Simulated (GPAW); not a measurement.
Consider BaYFe4O7 (I-4).

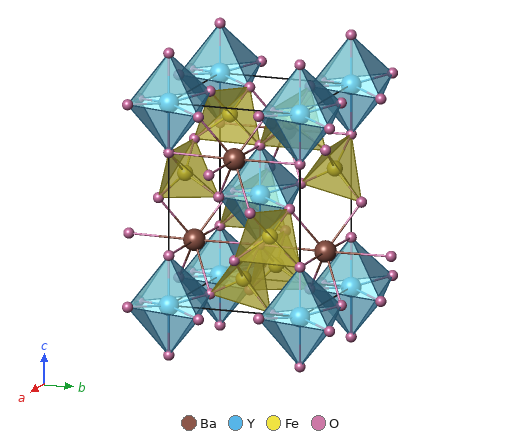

The structure (barium brown, yttrium blue, iron yellow, oxygen pink). Some periodic images of atoms are drawn too.

```
Ba Y Fe O
1.0
    -3.16595    3.16595    4.67739
     3.16595   -3.16595    4.67739
     3.16595    3.16595   -4.67739
Ba Y Fe O
1 1 4 7
Direct
  0.25000 0.75000 0.50000
  0.00000 0.00000 0.00000
  0.58933 0.86080 0.21009
  0.65071 0.37924 0.78991
  0.62076 0.41067 0.27147
  0.13920 0.34929 0.72853
  0.75000 0.25000 0.50000
  0.24549 0.24549 0.00000
  0.75451 0.75451 0.00000
  0.27856 0.17233 0.49915
  0.67318 0.77941 0.50085
  0.22059 0.72144 0.89377
  0.82767 0.32682 0.10623
```

Absorber: atom 7, with 4 Fe at 2.05 Å (tetrahedral, site symmetry -4). Method: GPAW, LDA, excited-electron core hole (neutral cell), 13-atom cell with 6.3 Å between holes, 5×5×5 k points, dipole transitions, Gaussian full width 0.9 eV up to 4 eV, rising linearly to 3.5 eV at 25 eV.

Q: Predict the near-edge structure at the O K edge.

Main maxima up to 24 eV above the zero (height): 1.3 eV (1.83), 7.6 eV (2.02) and 13.3 eV (0.81). A K edge sees empty p states; the first features are O p mixed into the empty d states of the Fe neighbours, and the broad ones above probably into the cations' higher empty bands. The total-energy difference is 525.42 eV. The functional leaves an error in such absolute values: in the free atom LDA prices this hole 4.1 eV below PBE (computed apart), and PBE is itself good to a few eV.

The O K spectrum (energy from the lowest empty level; intensity scaled to a mean of 1 over the first 20 eV; polarised curves are means over the symmetry-equivalent atoms):

```
E (eV)  isotropic  ε ⊥ c  ε ∥ c
  -2.0       0.00   0.00   0.00
  -0.5       0.19   0.20   0.17
   1.0       1.62   1.67   1.52
   2.5       0.38   0.44   0.26
   4.0       0.95   0.92   1.01
   5.5       1.44   1.40   1.52
   7.0       1.95   1.69   2.46
   8.5       1.76   1.80   1.69
  10.0       0.92   0.99   0.77
  11.5       0.74   0.73   0.76
  13.0       0.80   0.81   0.79
  14.5       0.72   0.76   0.65
  16.0       0.59   0.60   0.59
  17.5       0.61   0.61   0.60
  19.0       0.63   0.62   0.64
  20.5       0.67   0.68   0.67
  22.0       0.85   0.88   0.80
  23.5       1.00   1.01   1.00
  25.0       1.05   1.02   1.12
  26.5       1.10   1.08   1.14
  28.0       1.09   1.10   1.08
  29.5       1.00   1.00   0.99
  31.0       0.89   0.88   0.90
```

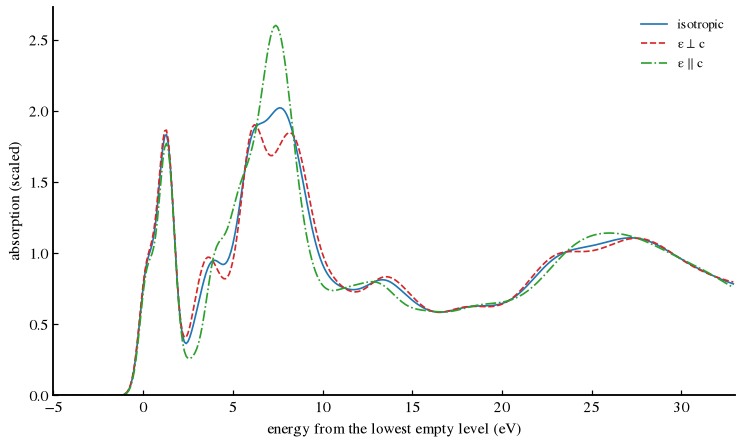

The O K edge.

The hole lies in one spin channel, while the script sums the empty states of both and takes the lower zero; where the two channels are split, this blurs and shifts the curve. The unit cell's mesh shows no gap over 0.35 eV. That is right for a metallic compound; for a small-gap or correlated insulator it would be the fault of the functional or of the assumed magnetic order, and the hole would be screened too well. The crystal has 3 inequivalent O sites and not all are shown here, while a measurement adds them all. The spins start ferromagnetically in a simple order, which needn't be the measured one; gap and edge can depend on it. The holes are only 6.3 Å apart, so the shape is probably not converged with cell size; no larger cell was run here. The mesh is coarse (0.27 Å⁻¹ between points), so small maxima may be mesh ripples. The structure is a computed Materials Project entry and may be a hypothetical form.

[Banner, clock and machine lines of the logs are left out without a mark of their own.]

[Logs are printed without paths, hosts, clocks, repeated set-up lines and the standing remarks that a program may print on its own settings, such as how far it seeks lower states.]

[Hosts, paths, dates, database ids (printed as entryN), source tags and the programs' standing remarks are cut or masked in the printed files.]

[Lists of maxima count a maximum above −3 eV only where it reaches 4 % of the highest in the window and stands out from its surroundings by 2 % of it (1.5 % where it reaches 55 %); shoulders and weaker maxima are passed over, and of the rest the first, up to two pre-edge ones and the few strongest are named.]
